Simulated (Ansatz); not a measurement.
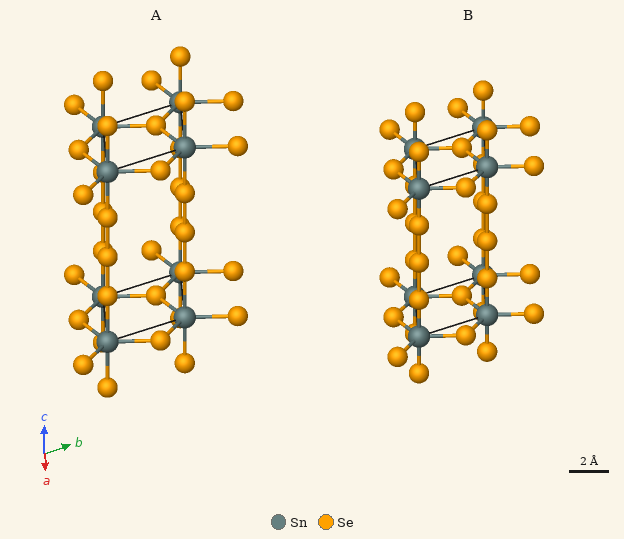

Two geometries of crystalline SnSe4 (a generated structure, set up in P-6m2) (coarse preliminary run), drawn at one scale. One is the start of a relaxation, the other its converged end. The picture is a ball-and-stick view of the cell of the calculation, seen from a free direction.

Method: DFT PBE, scalar-relativistic, plane waves, PAW in Ansatz 0.2.0. Settings: plane-wave cutoff 420 eV; k-point mesh 6 × 6 × 2; occupations gaussian; smearing width 0.1 eV; no spin polarisation; cell and atoms relaxed; force threshold 0.04 eV/Å; at most 70 steps.

Which of the two is the end point?

Answer. Structure A is the relaxed one. Over 4 accepted moves (5 points after the start) the energy falls by 922 meV per atom. The largest force component goes from 5.1 to 0.019 eV/Å. The pressure goes from 28.75 to 0.07 GPa. The SCF was repeated once at an unchanged geometry on a basis and grid sized afresh for the cell, which shifted the energy by 7.0 meV per atom at most. The largest moves relative to the cell, 0.21 Å, are those of Se atoms. Sn stays in place. The drawn cell changes as follows: a = b 4.230 → 4.793 Å (+13.3 %), c 8.842 → 10.168 Å (+15.0 %); the volume changes by +47.6 %. Some distances before and after: Se–Se 3.286 → 3.892 Å, Se–Sn 2.198 → 2.737 Å, Se–Sn 2.442 → 2.767 Å, Se–Se 2.223 → 2.347 Å. The space group stays P-6m2 (No. 187).
